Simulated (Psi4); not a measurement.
# NH3 (ammonia): SCAN/aug-cc-pVDZ (density fitting with def2-universal-jkfit, sweep point 3)

What is the vertical ionisation energy of NH3 (ammonia) at SCAN/aug-cc-pVDZ (density fitting with def2-universal-jkfit, sweep point 3)? 

Program for the calculation: Psi4 1.11.

### 1 The molecule

NH3: 4 atoms, total charge 0, spin state singlet. SMILES: `N`. The shape is that of a GFN2-xTB optimisation.

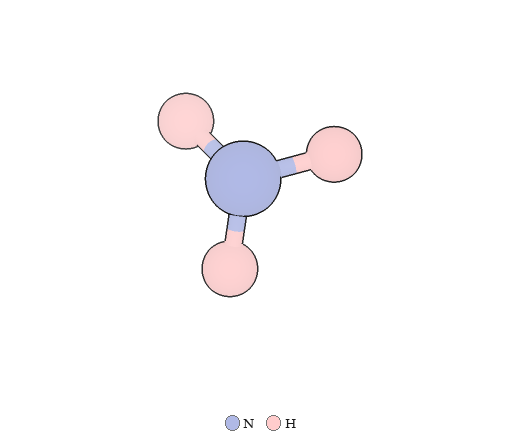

Viewed from a chosen angle; nitrogen light blue, hydrogen pink.

### 2 The energy at SCAN/aug-cc-pVDZ (density fitting with def2-universal-jkfit, sweep point 3)

The input, input.in:

```
memory 1.6 GB

molecule molecule1 {
  0 1
  N     -0.068160     0.242830     0.108060
  H      0.491930    -0.300470     0.753380
  H     -0.891960    -0.300620    -0.118350
  H      0.468190     0.358250    -0.743090
  symmetry c1
}

set {
  basis                aug-cc-pVDZ
  puream               true
  scf_type             df
  dft_radial_points    99
  dft_spherical_points 590
  df_basis_scf         def2-universal-jkfit
}

energy_value = energy("scan")
```

Command:

```console
$ psi4 input.in input.out -n 1
```

input.out:

```text
[...]
  Running in c1 symmetry.
[...]
  Nuclear repulsion =   11.945306870429269
[...]
  Multiplicity = 1
[...]
  Nalpha       = 5
  Nbeta        = 5
[...]
    Number of basis functions: 50
[...]
   @DF-RKS iter   1:   -56.24416244718073   -1.38533e-01   1.64966e-02 DIIS/ADIIS
[...]
   @DF-RKS iter   7:   -56.53843551980719   -7.05833e-08   4.11353e-07 DIIS
[...]
    Orbital Energies [Eh]
    ---------------------
    Doubly Occupied:
       1A    -14.152070     2A     -0.820940     3A     -0.430800
       4A     -0.430693     5A     -0.235778
[...]
  @DF-RKS Final Energy:   -56.53843551980719
   => Energetics <=
    Nuclear Repulsion Energy =             11.9453068704292686
    One-Electron Energy =                 -99.6167903073154974
    Two-Electron Energy =                  39.1252950095783234
    DFT Exchange-Correlation Energy =      -7.9922470924992766
    Empirical Dispersion Energy =           0.0000000000000000
    VV10 Nonlocal Energy =                  0.0000000000000000
    Total Energy =                        -56.5384355198071873
[...]
 Multipole Moments:
 ------------------------------------------------------------------------------------
     Multipole            Electronic (a.u.)      Nuclear  (a.u.)        Total (a.u.)
 ------------------------------------------------------------------------------------
 L = 1.  Multiply by 2.5417464519 to convert [e a0] to [Debye]
 Dipole X            :         -0.0668438            0.2102521            0.1434082
 Dipole Y            :          0.2376236           -0.7490616           -0.5114380
 Dipole Z            :          0.1058498           -0.3333310           -0.2274812
 Magnitude           :                                                    0.5778256
[...]
```

It took 9.3 s on 1 thread of AMD EPYC 7B13 (Zen 3), shared host; peak memory 1.1 GiB.

### 3 The doublet cation

The input, h3n.dat:

```
memory 1.6 GB

molecule mol {
  1 2
  N     -0.068160     0.242830     0.108060
  H      0.491930    -0.300470     0.753380
  H     -0.891960    -0.300620    -0.118350
  H      0.468190     0.358250    -0.743090
  symmetry c1
}

set {
  basis                aug-cc-pVDZ
  reference            uks
  puream               true
  scf_type             df
  dft_radial_points    99
  dft_spherical_points 590
  df_basis_scf         def2-universal-jkfit
  maxiter              150
}

energy_value, wavefunction = energy("scan", return_wfn=True)
print_variables()
```

Command:

```console
$ psi4 h3n.dat h3n.out -n 1
```

h3n.out:

```text
[...]
  Running in c1 symmetry.
[...]
  Nuclear repulsion =   11.945306870429269
[...]
  Multiplicity = 2
[...]
  Nalpha       = 5
  Nbeta        = 4
[...]
    Number of basis functions: 50
[...]
   @DF-UKS iter   1:   -56.09059240841275    1.50370e-02   7.34966e-03 ADIIS/DIIS
[...]
   @DF-UKS iter   7:   -56.14664096041872   -7.97289e-08   2.86963e-07 DIIS
[...]
   @S^2 Observed:                7.541497453E-01
[...]
    Orbital Energies [Eh]
    ---------------------
    Alpha Occupied:
       1A    -14.628061     2A     -1.253690     3A     -0.830386
       4A     -0.830272     5A     -0.729002
    Alpha Virtual:
       6A     -0.222303     7A     -0.150564     8A     -0.150513
       9A     -0.090462    10A     -0.084257    11A     -0.084217
      12A     -0.059596    13A     -0.013130    14A     -0.013123
      15A      0.013448    16A      0.029001    17A      0.029019
      18A      0.135358    19A      0.235002    20A      0.235017
      21A      0.265417    22A      0.319669    23A      0.323564
      24A      0.323655    25A      0.382168    26A      0.382298
[...]
  @DF-UKS Final Energy:   -56.14664096041872
   => Energetics <=
    Nuclear Repulsion Energy =             11.9453068704292686
    One-Electron Energy =                 -95.4724711847142942
    Two-Electron Energy =                  35.0785052491814540
    DFT Exchange-Correlation Energy =      -7.6979818953151424
    Empirical Dispersion Energy =           0.0000000000000000
    VV10 Nonlocal Energy =                  0.0000000000000000
    Total Energy =                        -56.1466409604187220
[...]
 Multipole Moments:
 ------------------------------------------------------------------------------------
     Multipole            Electronic (a.u.)      Nuclear  (a.u.)        Total (a.u.)
 ------------------------------------------------------------------------------------
 L = 1.  Multiply by 2.5417464519 to convert [e a0] to [Debye]
 Dipole X            :         -0.0871754            0.2102521            0.1230767
 Dipole Y            :          0.3107373           -0.7490616           -0.4383243
 Dipole Z            :          0.1383064           -0.3333310           -0.1950246
 Magnitude           :                                                    0.4952885
[...]
```

Run time: 15 s. Hardware: 1 thread of AMD EPYC 7B13 (Zen 3), shared host; peak memory 1.1 GiB.

### 4 What came out

At SCAN/aug-cc-pVDZ (density fitting with def2-universal-jkfit, sweep point 3):

| quantity | value |
| --- | --- |
| singlet NH3: total energy | -56.53844 Eh |
| singlet NH3: dipole moment | 1.47 D |
| singlet NH3: HOMO energy | -6.42 eV |
| singlet NH3: LUMO energy | -0.02 eV |
| singlet NH3: HOMO–LUMO gap | 6.40 eV |
| doublet cation: total energy | -56.14664 Eh |
| doublet cation: HOMO energy (highest over α and β) | -19.84 eV |
| doublet cation: LUMO energy (lowest over α and β) | -14.66 eV |
| doublet cation: ⟨S²⟩ | 0.754 |
| vertical ionisation energy (to the doublet cation) | 10.661 eV |

**Reading.** Removing an electron at fixed nuclei costs 10.66 eV (1029 kJ/mol). −ε(HOMO) before ionisation, 6.42 eV, is 4.25 eV below this ionisation energy.
